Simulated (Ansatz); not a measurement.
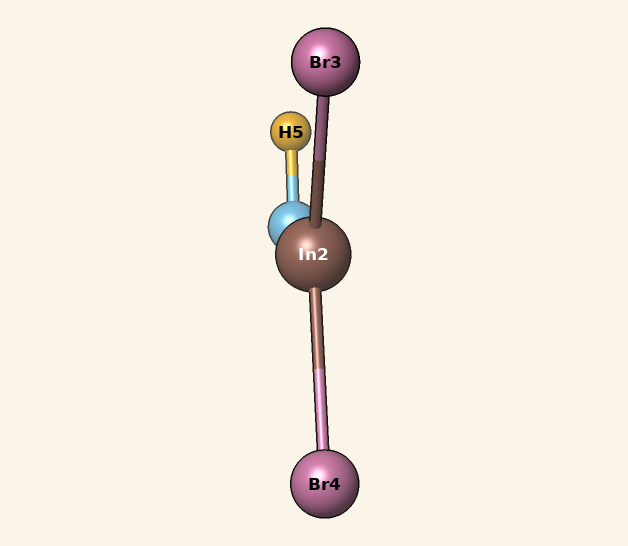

O1 lies behind In2. The molecule seen nearly along the In2–O1 bond, In2 in front. Distant atoms are faded towards the background colour. The computed structure is the end point of a PBE-D4/def2-SVP optimisation. No frequency run is at hand to confirm it as a minimum.

Question: What is the torsion angle Br3–In2–O1–H5? The sign is positive where the front bond must turn clockwise to cover the back bond.

Answer: 0°, synperiplanar (eclipsed).
